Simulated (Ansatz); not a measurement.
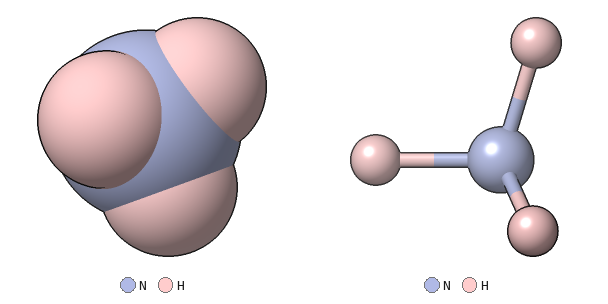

Both panels show the same species.

What is the molecular formula?

Answer. NH3, 4 atoms: 1 nitrogen and 3 hydrogen.

Count the bonded pairs by element.

Answer. 3 N–H. Sticks follow a distance rule.

How many atoms are distinct by symmetry?

Answer. 2: 1 N, 3 H.

What is the point group of this geometry?

Answer. C3v.

More results for the same structure follow; atom numbers are the same in all pictures, views and colours differ. The computed structure is the end point of a PBE0-D4/def2-TZVP optimisation.

### Geometry

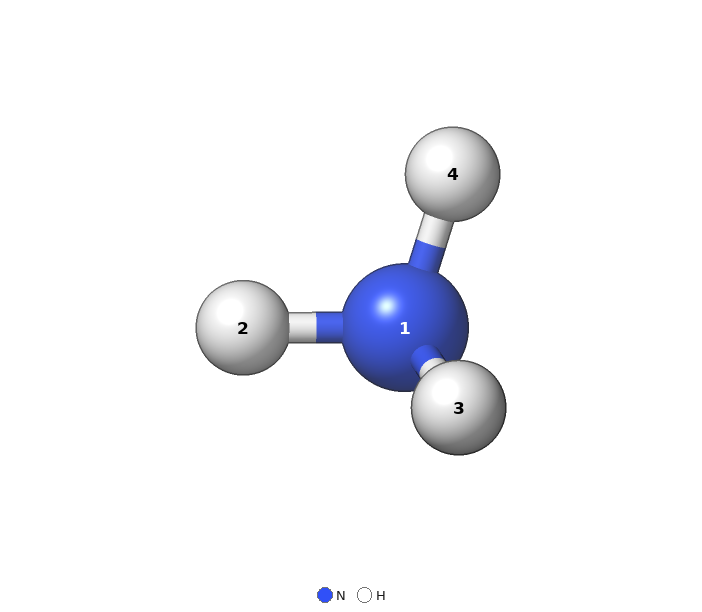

The atoms are numbered.

Which atoms are bonded, and how long are the bonds?

```
 bond  length (Å)
N1–H2       1.013
N1–H3       1.013
N1–H4       1.013
```

### Electronic properties

Method: RKS PBE0-D4/def2-TZVPP (Ansatz 0.2.0).

What is the HOMO energy (Kohn–Sham orbital)?

Answer. −7.58 eV.

Give the LUMO energy (Kohn–Sham orbital) at this level.

Answer. 1.03 eV.

### Thermal motion

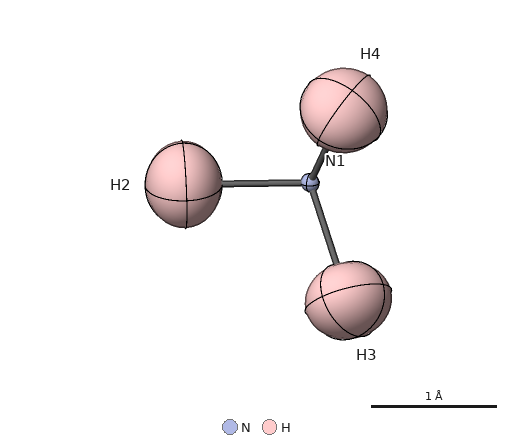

Displacement ellipsoids at the 50 % level, enlarged 3 times, from the internal vibrations of the free molecule (harmonic, no overall translation or rotation; no half-axis is drawn under 0.075 Å). Vibrations computed with RKS PBE0-D4/def2-TZVP (Ansatz 0.2.0). Temperature: 600 K.

Which atom moves most?

Answer. H2, H3, H4, with U_eq = 0.0054 Å².

Give the displacement parameters, one line for each set of equivalent atoms.

```
      atom  U_eq (Å²)   rms amplitudes (Å)
        N1    0.00012  0.008, 0.008, 0.015
H2, H3, H4     0.0054  0.066, 0.076, 0.079
```

### Vibrations

Harmonic vibrations computed with RKS PBE0-D4/def2-TZVP (Ansatz 0.2.0) at a stationary point of the same level.

How many vibrational modes are there, and where do they lie?

Answer. 6 modes: 1031, 1670, 1670, 3502, 3631, 3631 cm⁻¹.
